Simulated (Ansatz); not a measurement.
**TiAl: pressure series**

Base system: TiAl (space group P4/mmm, No. 123).

```
TiAl
1.0
    2.76751     0.00000     0.00000
    0.00000     2.76751     0.00000
    0.00000     0.00000     3.99551
Ti Al
1 1
Cartesian
  0.00000   0.00000   0.00000
  1.38376   1.38376   1.99776
```

Cell and atoms are relaxed at each pressure.

Computed with DFT with LDA, PAW potentials and a 420 eV plane-wave cutoff in Ansatz (a program for electronic structure), spin-orbit coupling left out.

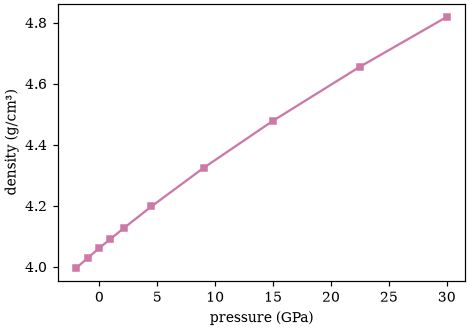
Figure. Density against pressure

```csv
pressure (GPa),density
-2,4.00 g/cm³
-1,4.03 g/cm³
0.9,4.09 g/cm³
2.1,4.13 g/cm³
4.5,4.20 g/cm³
9,4.32 g/cm³
15,4.48 g/cm³
22.5,4.66 g/cm³
30,4.82 g/cm³
```

Load acts through the strain it causes; cell and atoms are relaxed under it. Whether these cells are dynamically stable was not tested. No other phases were tried under pressure. The final runs are not spin-polarised.
